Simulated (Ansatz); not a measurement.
# HfTi2 in the C11b ordering: lattice stability ahead of a resistivity run, part 3 of 3

Question: is the lattice of HfTi2 in the C11b ordering stable, and if so, what are its coupling constant and resistivity?

Ansatz 0.2.0; DFT PBE, scalar-relativistic, plane waves, PAW.

So far, lowest on path (cm⁻¹): step 5 (phonons by linear response: q 2×2×2, k 6×6×6) -115. The relaxed cell has a = 3.453, c = 9.600 Å (conventional setting).

The structure was built from a prototype and need not be the compound's stable phase.

## Step 6: Phonons by linear response: q 2×2×2, k 8×8×8

An imaginary mode on so few k-points may come from the sampling, so the phonons are repeated with another k mesh.

Input file input.yaml:

```yaml
crystal:
  lattice:
    - [3.4527115516, 0.0, -1.7042e-06]
    - [0.0, 3.4527115516, -1.7042e-06]
    - [1.726358145, 1.726358145, 4.7998807404]
  atoms:
    - { symbol: Hf, position: [0.0, 0.0, 0.0] }
    - { symbol: Ti, position: [0.6881967094, 0.6881967094, 0.6236065812] }
    - { symbol: Ti, position: [0.3118032906, 0.3118032906, 0.3763934188] }
kpoints:
  mp_grid: { grid: [8, 8, 8] }
hamiltonian:
  xc: pbe
scf:
  occupations: { method: methfessel_paxton, width: 0.2 }
output:
  eigenvalues: true
phonons:
  method: dfpt
  qmesh: [2, 2, 2]
  temperatures: { t_max: 1000, t_step: 50 }
  qpath:
    path:
      - [[0.0, 0.0, 0.0], [0.5, 0.5, 0.5], [0.5, 0.5, 0.75], [0.5, 0.0, 0.5], [0.0, 0.0, 0.0], [0.0, 0.0, 0.5], [0.43532009, 0.0, 0.71766005]]
      - [[0.56467991, 0.0, 0.28233995], [0.0, 0.0, 0.0]]
      - [[0.5, 0.5, 0.5], [0.56467991, 0.43532009, 0.5]]
      - [[0.43532009, 0.43532009, 0.93532009], [0.0, 0.0, 0.5]]
    npoints: 10
```

The mesh is denser.

Run with:

```sh
ansatz run input.yaml --threads 4 --pin off --max-ram 8192MiB --backend cpu --events-out ev --progress --plain --runs-dir out
```

Numbers of over 12 decimals in the logs are rounded to 6 here.

The program printed:

```text
[...]
Crystal: 3 atoms, lattice volume = 57.220 Å³
Basis set: ecut = 420 eV, 1105 PW (Γ), exchange–correlation on 72×72×72 points (8 copies of the dense FFT grid, shifted against one another)
Bands: 30, of which v1, the nominal top of the filled ones, is band 25 counted from 1 (24 counted from 0)
Symmetry: 16 space group operations
k-points: 59 of 512
[...]
SCF iter   1: F=—  HF=-20720.443466 eV  |F-HF|=—  |Δ(HF+E_count)|=         —  Δρ=9.53e-3  dr2=1.44e-1  ethr=1.77e-3  ⟨swp⟩=3.1  Hψ=5270  notcnv=0
[...]
SCF iter  12: F=-20720.427875 eV  HF=-20720.427875 eV  |F-HF|=3.64e-12  |Δ(HF+E_count)|=  3.64e-12  S|Δr|=    0.00e0  Δρ=1.75e-8  dr2=2.89e-13  ethr=1.00e-12  ⟨swp⟩=5.0  Hψ=6927  notcnv=0
SCF 1 converged in 12 iterations: F = -20720.427875 eV  dr2 = 2.89e-13
[...]
SCF iter   2: F=-20720.427875 eV  HF=-20720.427875 eV  |F-HF|=7.28e-12  |Δ(HF+E_count)|=   2.04e-9  S|Δr|=    0.00e0  Δρ=6.49e-8  dr2=5.04e-12  ethr=1.00e-12  ⟨swp⟩=5.3  Hψ=6922  notcnv=0
SCF 2 converged in 2 iterations: F = -20720.427875 eV  dr2 = 5.04e-12
[...]
SCF converged after 12 iterations
[...]
Free energy (F): -20720.427875 eV
[...]
Internal energy: -20720.427786 eV  (E = F + TS)
E sigma→0 (E₀):  -20720.427853 eV
Entropy (-TS):   -0.000090 eV (-0.030 meV/atom)
Fermi energy:    15.640268 eV
[...]
--- Band table (eV; the first three rows and the last of 59) ---
  k-point 0: bands = [... 21 lower, 14.1534, 14.6383, 14.7638, 16.0398, 17.1169, 17.1169, 17.1336, 17.1336, ... 1 higher]
  k-point 1: bands = [... 21 lower, 13.8750, 14.4442, 15.1516, 16.0721, 16.8779, 16.8779, 17.0872, 17.0872, ... 1 higher]
  k-point 2: bands = [... 21 lower, 13.5360, 14.0383, 15.8043, 16.1566, 16.5389, 16.5389, 17.0163, 17.0163, ... 1 higher]
  k-point 58: bands = [... 21 lower, 14.4668, 14.4668, 15.3379, 15.8442, 15.8442, 16.0681, 16.0681, 17.6887, ... 1 higher]
[...]
ASR residual: 9.762e-6 → 0.000e0 eV/Å²; symmetrization residual: 6.530e-4 eV/Å²
  ASR residual per site (eV/Å²): 9.76e-6 7.87e-6 7.87e-6
  Γ frequencies (cm⁻¹): 0.00 0.00 0.00 89.89 89.89 189.29 211.81 271.01 271.01
--- Phonons (arbitrary-q DFPT): 4 irreducible q on the 2×2×2 mesh ---
[...]
interpolated dispersion: 94 rows × 9 modes
[...]
```

The job ended after 96 s (4 threads of Intel Xeon Platinum 8488C (Sapphire Rapids), shared host; peak memory 1.4 GiB).

This step gave:

```yaml
share_of_imaginary_modes_in_the_plain_interpolation_between_solved_wavevectors: 0.042
highest_frequency_solved_or_plainly_interpolated: 271.0 cm⁻¹
```

Solved on the 2×2×2 mesh alone; all other wavevectors are interpolated. Phonon branches along the path, in cm⁻¹:

```csv
point,branch 1,branch 2,branch 3,branch 4,branch 5,branch 6,branch 7,branch 8,branch 9
Γ,0,0,0,90,90,189,212,271,271
X,-122,-86,76,80,96,178,205,222,235
P,-106,-106,78,78,86,176,212,229,229
N,62,73,98,141,150,191,194,209,230
Γ,0,0,0,90,90,189,212,271,271
M,51,51,88,88,114,157,233,253,253
S,73,75,99,131,154,200,201,210,214
jump to S0,73,75,99,131,154,200,201,210,214
Γ,0,0,0,90,90,189,212,271,271
jump to X,-122,-86,76,80,96,178,205,222,235
R,-107,-79,75,80,98,178,202,224,234
jump to G,-107,-79,75,80,98,178,202,224,234
M,51,51,88,88,114,157,233,253,253
```

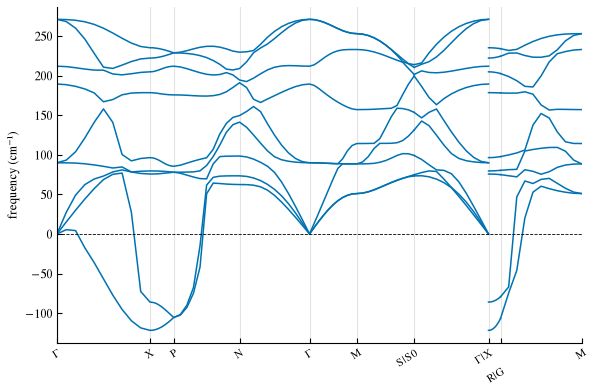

Phonon branches along the path.

Lowest modes at the softest wavevector of the mesh. The modes at q = (0.500, 0.500, 0.500) (shares of kinetic energy by element, %) (negative means imaginary):

```csv
mode,frequency (cm⁻¹),Hf %,Ti %
1,-121.7,1,99
2,-86.0,0,100
3,75.7,99,1
4,79.6,98,2
5,96.4,90,10
6,178.4,0,100
```

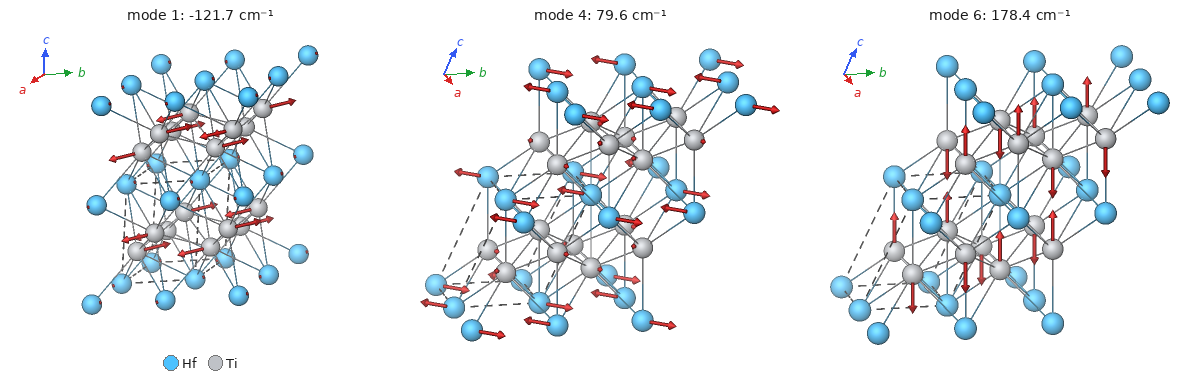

Displacement patterns of modes 1, 4 and 6 at q = (0.500, 0.500, 0.500); arrows are exaggerated. 2×2×2 cells are drawn. The axes are those of the cell as run, not the conventional ones. Some periodic images of atoms are drawn too.

The modes has structure finer than the step of the table below, so its rows give means over 20 cm⁻¹, whole bins alone (the curve runs from -131 to 289 cm⁻¹). Peaks (cm⁻¹: height): Hf 72.6: 0.0645; Ti 91.1: 0.0300, 175.6: 0.0514, 199.4: 0.0454, 225.8: 0.0630.

Phonopy on the run's constants, 17x17x11 mesh, Gaussian sigma 3.0 cm⁻¹. Modes against wavenumber; means over each step; values in 1/cm⁻¹/cell:

```csv
wavenumber (cm⁻¹),Hf,Ti
-120,1.4e-5,9.7e-4
-100,5.7e-5,0.00324
-80,1.1e-4,0.00464
-60,1.8e-4,0.00407
-40,2.5e-4,0.00317
-20,2.7e-4,0.00175
0,2.4e-4,6.0e-4
20,0.00205,0.00263
40,0.00858,0.00577
60,0.0377,0.0113
80,0.0548,0.0144
100,0.0313,0.0182
120,0.00264,0.0131
140,0.00115,0.0144
160,0.00390,0.0255
180,0.00454,0.0303
200,0.00141,0.0364
220,4.5e-4,0.0487
240,2.7e-4,0.0413
260,8.1e-5,0.0189
```

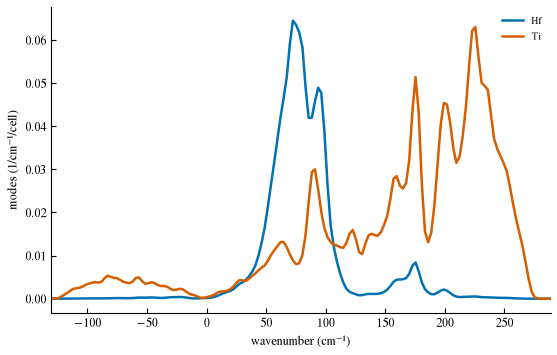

Modes, plotted against wavenumber.

No LO-TO term; unit eigenvectors of the mass-weighted matrix. Modes at Γ, with each element's share of the kinetic energy:

```csv
mode,frequency (cm⁻¹),symmetry,Hf %,Ti %
1,0.0,unnamed,65,35
2,0.0,unnamed,65,35
3,0.0,unnamed,65,35
4,89.9,Eu,35,65
5,89.9,Eu,35,65
6,189.3,A2u,35,65
7,211.8,A1g,0,100
8,271.0,Eg,0,100
9,271.0,Eg,0,100
```

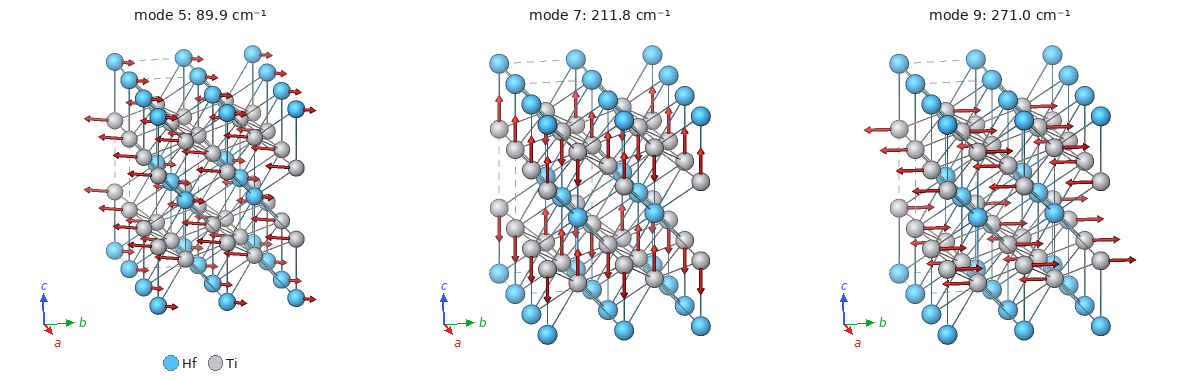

Displacement patterns of modes 5, 7 and 9 at Γ; arrows are exaggerated. 3×2×1 conventional cells are drawn. Some periodic images of atoms are drawn too.

Among the solved wavevectors the lowest mode, translations apart, is -122 cm⁻¹, imaginary.

## Step 7: Outcome

```
phonon run of the rows without a label of their own : PBE, q 2×2×2, k 8×8×8
softest mode on the q mesh                          : -122 cm⁻¹ at q = (0.5, 0.5, 0.5)
highest frequency, solved or plainly interpolated   : 271 cm⁻¹
```

**Reading.** The lattice is dynamically unstable at this level: a mode at q = (0.5, 0.5, 0.5) is imaginary, 122i cm⁻¹, so no harmonic coupling constant or resistivity is defined for this structure. These meshes are coarse, and single modes of a metal can move by tens of cm⁻¹ with the k mesh. Spin–orbit coupling, left out here, matters for Hf. The phonon runs are not spin-polarised. The structure was built by hand as an ordered model, and its stability against other phases was not tested.

[Logs are printed without paths, hosts, clocks, repeated set-up lines and the standing remarks that a program may print on its own settings, such as how far it seeks lower states.]

[Hosts, paths, dates, database ids (printed as entryN), source tags and the programs' standing remarks are cut or masked in the printed files.]
